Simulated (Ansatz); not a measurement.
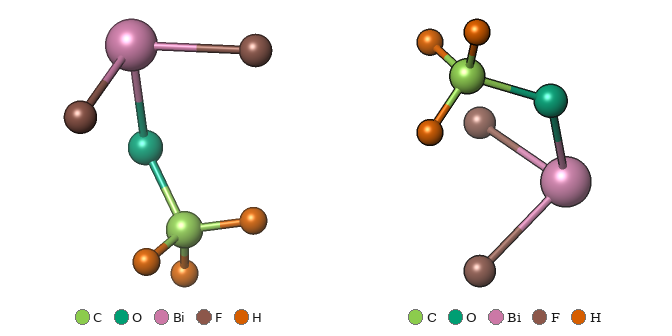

Both panels show the same species.

The geometry was computed by an optimisation with PBE0-D4/def2-TZVP.

Describe the molecule.

It has 8 atoms: 1 carbon, 3 hydrogen, 1 bismuth, 2 fluorine and 1 oxygen (CH₃BiF₂O). SMILES: `C[O][Bi]([F])[F]`. This geometry has Cs symmetry. Coordination: 1 C tetrahedral; 1 O bent; 1 Bi trigonal pyramidal.

More results for the same structure follow; atom numbers are the same in all pictures, views and colours differ.

### Shape

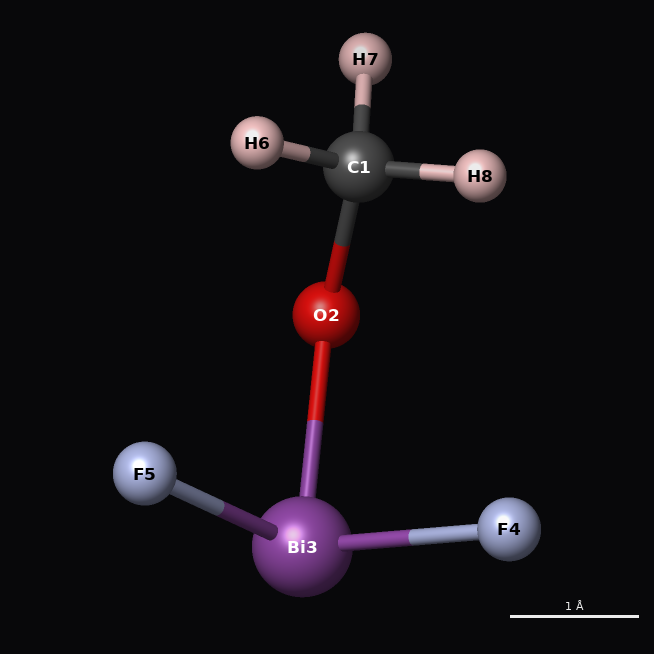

Atoms carry their numbers in the input.

Estimate the angles O2–C1–H7, O2–C1–H6, H6–C1–H8, H6–C1–H7, C1–O2–Bi3, O2–Bi3–F4, F4–Bi3–F5.

```tsv
angle	degrees
O2–C1–H7	107.5
O2–C1–H6	111.6
H6–C1–H8	108.7
H6–C1–H7	108.7
C1–O2–Bi3	121.9
O2–Bi3–F4	96.3
F4–Bi3–F5	93.2
```

### Vibrations

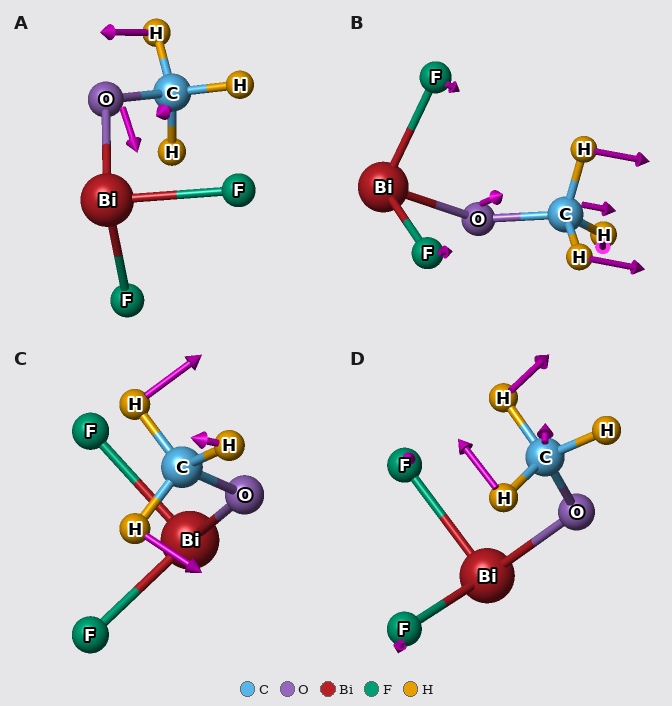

4 normal modes of one molecule or complex, as arrows. Harmonic vibrations computed with RKS PBE0-D4/def2-TZVP, core potentials on Bi (Ansatz 0.2.0) at a stationary point of the same level.

Match the panels to the wavenumbers 73 cm⁻¹, 267 cm⁻¹, 533 cm⁻¹, 1500 cm⁻¹.

Answer. A: 533 cm⁻¹, Bi–O stretching
B: 267 cm⁻¹, Bi–O–C bending
C: 1500 cm⁻¹, H–C–H bending
D: 73 cm⁻¹, a torsion or out-of-plane motion in which bond lengths and bond angles hardly change

### Electronic properties

Method: RKS r2SCAN0-D4/def2-TZVPP, core potentials on Bi (Ansatz 0.2.0).

Computed properties:

- HOMO energy (Kohn–Sham orbital): −8.48 eV
- LUMO energy (Kohn–Sham orbital): −1.22 eV
- HOMO–LUMO gap: 7.27 eV
- dispersion correction: −4.6 kJ/mol

### Charges

The questions are on Mulliken charges. Properties computed with RKS r2SCAN-D4/def2-TZVPP, core potentials on Bi (Ansatz 0.2.0).

Give the Mulliken charges atom by atom.

```tsv
atom	value (e)
C1	−0.01
O2	−0.56
Bi3	1.32
F4	−0.49
F5	−0.49
H6	0.08
H7	0.06
H8	0.08
```

Mulliken values depend strongly on the basis set and can even reverse the polarity of a bond.
